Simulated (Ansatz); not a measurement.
A ladder of methods for SiF3 (trifluorosilyl)

The species is SiF3 (4 atoms), meant as a doublet with charge 0. SMILES: `F[Si](F)F`. The coordinates come from a GFN2-xTB relaxation.

```xyz
4

F     0.7879   -0.5090    1.1190
Si   -0.3252    0.2440    0.2689
F    -0.9627   -0.8891   -0.6469
F     0.5001    1.1540   -0.7410
```

Each level gives the energy change with the F1–Si2 bond stretched from 1.590 to 2.385 Å (eV). The values are calculated.

| level | kind | program | value (eV) | less FCI/STO-3G | CPU time (all runs) |
| --- | --- | --- | --- | --- | --- |
| UHF/STO-3G | Hartree–Fock | Ansatz | 1.70 | -0.06 | 0.38 s |
| USVWN5/STO-3G | LDA | Ansatz | 2.58 | +0.82 | 0.97 s |
| UBLYP/STO-3G | GGA | Ansatz | 2.06 | +0.30 | 1.8 s |
| UPBE/STO-3G | GGA | Ansatz | 2.15 | +0.39 | 1.8 s |
| U-r2SCAN/STO-3G | meta-GGA | Ansatz | 2.30 | +0.54 | 4.7 s |
| UBHLYP/STO-3G | global hybrid | Ansatz | 2.33 | +0.57 | 1.9 s |
| U-wB97M-V/STO-3G | range-separated hybrid | Ansatz | 2.48 | +0.72 | 22 s |
| UCCSD/STO-3G | coupled cluster or CI | Ansatz | 1.81 | +0.05 | 0.76 s |
| FCI/STO-3G | exact in the basis | Ansatz | 1.76 | 0.00 | 7.7 s |

FCI/STO-3G is exact within its basis and frozen core, so for wave-function methods in that basis the difference is their error; functionals converge differently with the basis, so for them it is only a difference. The first shape isn't each level's own minimum. The values span 1.70 to 2.58 eV. All rows use very small basis sets, so even the best lies far from the true value. Times are those of the runs behind each value, whatever else they computed, on shared processors of several kinds: orders of magnitude only.

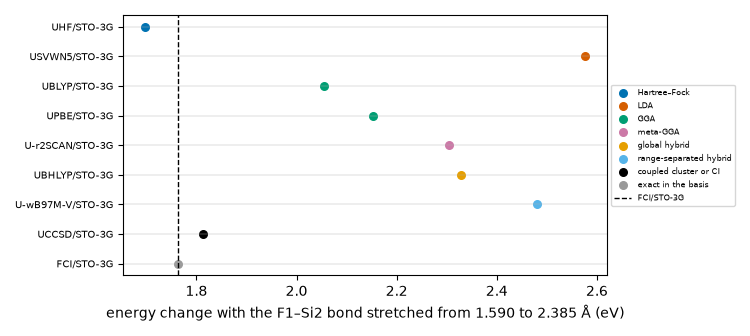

The values of the table, level by level.
